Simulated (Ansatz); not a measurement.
**Run report: CH8OSi, single-point calculation**

- system: CH8OSi
- method: RKS PBE0-D4/def2-TZVPP (Ansatz 0.2.0)

The geometry is a transition state. The reaction was set up to form Si1–C7 and O2–H6 and to break Si1–O2 and H6–C7 (atoms counted from 1 in the order of the input); sticks are drawn by distance alone. The geometry comes from this level: PBE0-D4/def2-TZVP.

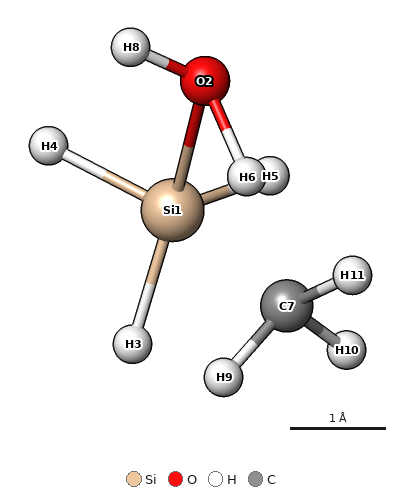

*The structure as given in the input (ball-and-stick view, seen at a tilt; atoms are numbered from 1 in the order of the input).*

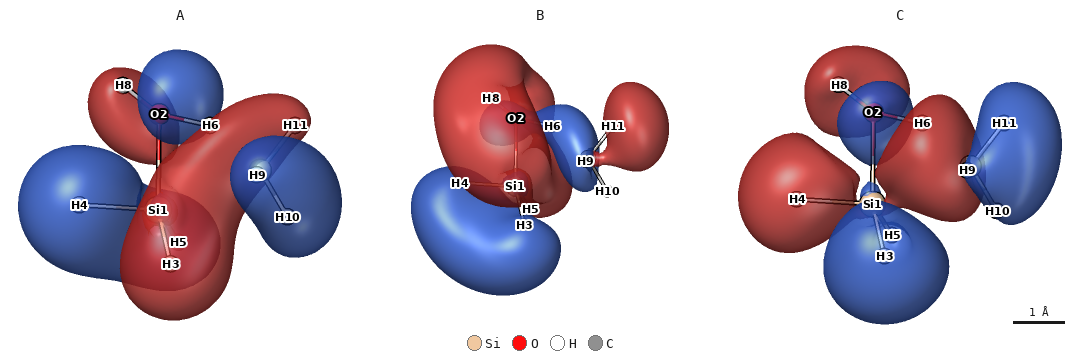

*Three frontier orbitals at ±0.06 Å⁻³ᐟ² (blue and red are the two phases).*

A is the HOMO−1 (−8.48 eV). By Hirshfeld shares it lies mainly on Si1 (25 %), O2 (20 %), C7 (15 %), H4 (15 %) and H3 (10 %). C is the HOMO (−7.39 eV). By Hirshfeld shares it lies mainly on C7 (25 %), Si1 (20 %), O2 (15 %), H3 (15 %) and H4 (10 %). B is the LUMO (0.09 eV). It lies mainly on Si1 (45 %), C7 (10 %) and O2 (10 %). The HOMO–LUMO gap is 7.48 eV between the orbital energies.

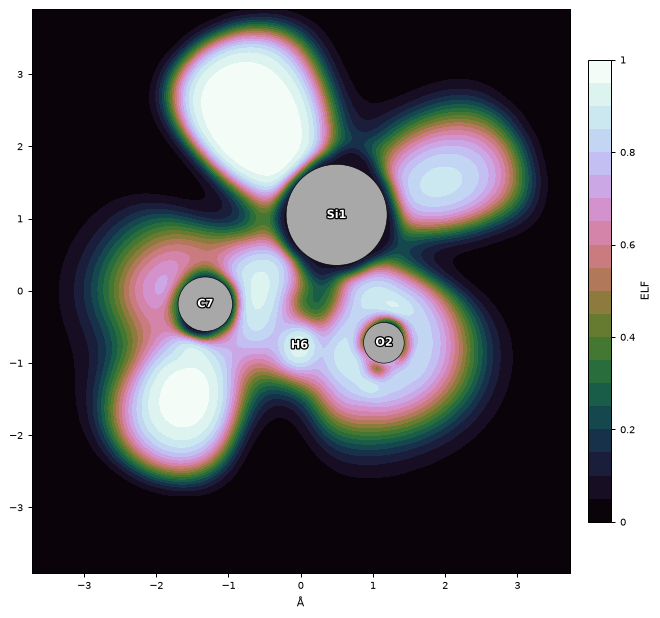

*Electron localisation function on the plane of atoms Si1, O2 and H6. Grey discs, where drawn, cover atomic cores.*

The section cuts through Si, O, H and C sites. C7···Si1 (2.20 Å): the ELF peaks at about 0.90 between the atoms. Si–O (1.89 Å): the ELF peaks at about 0.85 between the atoms (a shared but strongly polarised pair).

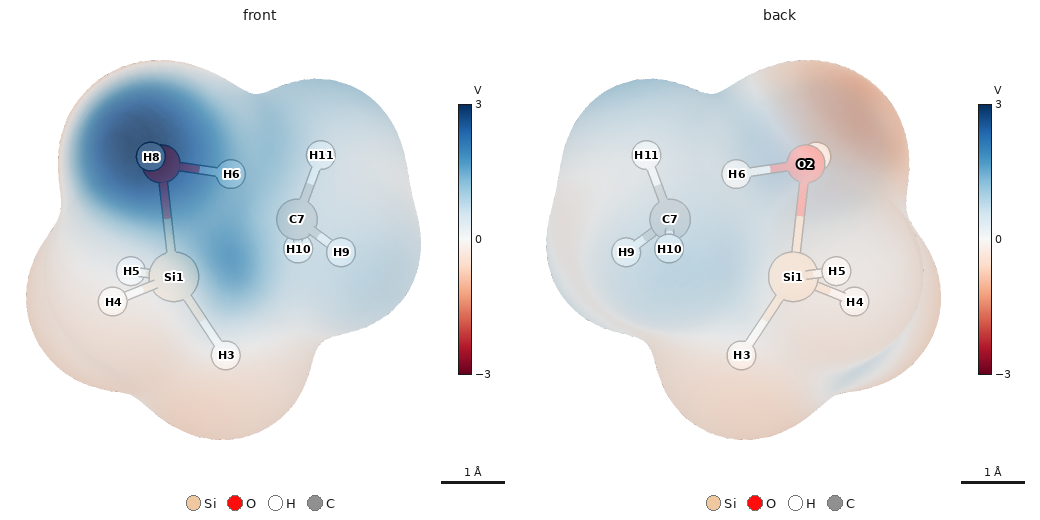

*The electrostatic potential painted on the density surface at 0.002 e/bohr³, seen at a tilt and from behind; red is negative and blue positive.*

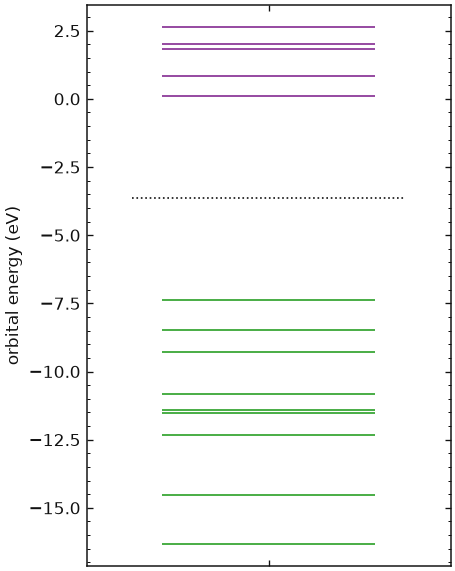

*Orbital energies near the frontier; the dotted line parts filled from empty levels, and levels within 0.02 eV of each other stand side by side.*

Highest filled −7.39 eV, lowest empty 0.09 eV, 7.48 eV apart.

The input that produced these results follows, with the program's output.

Input:
```yaml
crystal:
  periodic: [false, false, false]
  atoms:
    - {symbol: Si, position_ang: [-0.967483, 0.123626, 0.314548]}
    - {symbol: O, position_ang: [0.491190, 1.036567, 1.092950]}
    - {symbol: H, position_ang: [-1.531914, -1.150560, -0.236396]}
    - {symbol: H, position_ang: [-1.601176, 0.065384, 1.677440]}
    - {symbol: H, position_ang: [-1.535458, 1.237838, -0.474365]}
    - {symbol: H, position_ang: [0.896801, 0.346941, 0.237844]}
    - {symbol: C, position_ang: [0.757307, -0.486169, -0.915920]}
    - {symbol: H, position_ang: [0.685844, 0.784620, 2.002272]}
    - {symbol: H, position_ang: [0.848841, -1.559257, -0.751831]}
    - {symbol: H, position_ang: [0.191354, -0.311230, -1.832435]}
    - {symbol: H, position_ang: [1.764595, -0.087759, -1.114106]}
basis:
  gaussian: {orbitals: def2-TZVPP}
hamiltonian: {xc: pbe0, dispersion: d4}
output: {orbitals: {seedname: orbitals}}
```

Launched with:
```bash
ansatz run in.yaml --threads 4 --pin off --events-out ev --progress --plain --max-ram 9574MiB
```

Output:
```
Functional definition: PBE0
  name "PBE0"
  cite "Adamo & Barone, J. Chem. Phys. 110, 6158 (1999) doi:10.1063/1.478522"
  cite "Perdew, Burke & Ernzerhof, Phys. Rev. Lett. 77, 3865 (1996) doi:10.1103/PhysRevLett.77.3865"
  parent pbe
  parameter a = 0.25
  parameter kappa = 0.804
  parameter beta = 0.06672455060314922
  exchange = (1 - a)*pbe_x(kappa = kappa, mu = beta*pi^2/3) + a*exact_x
  correlation = pbe_c(beta = beta)
1094 factors; their error is unknown
mean field evaluation 1: about -11077.7891 eV, gradient 6.1e1 eV
mean field evaluation 2: about -11072.5757 eV, gradient 7.8e1 eV
mean field evaluation 4: about -11084.8085 eV, gradient 4.5e0 eV
mean field evaluation 8: about -11084.8511 eV, gradient 2.5e-2 eV
mean field evaluation 16: about -11084.8669 eV, gradient 1.9e-5 eV
mean field -11084.86689105 eV, -407.3613446534 hartree, gradient 1.9e-5 eV, S^2 0.000000; 0 other end points of the search recorded, 0 dependent functions left out
reference -11084.86692145 eV, -407.3613457707 hartree; 18, 18 occupied and 198, 198 virtual orbitals, 1094 factors
Total energy: -11085.00720261 eV, -407.3665010082 hartree
```

Summary:

| quantity | value |
| --- | --- |
| outcome | converged |
| total energy | −11085.0072 eV |
| mean-field energy | −11084.8669 eV |
| dispersion energy | −0.1403 eV |
| SCF solution under orbital rotations | stable |
| HOMO | −7.39 eV |
| LUMO | 0.09 eV |
| hardware | 4 threads of Arm Neoverse V1, 23 GiB of memory available, shared host |
| wall time | 2 s (CPU time 7 s) |
| peak memory | 0.4 GiB |
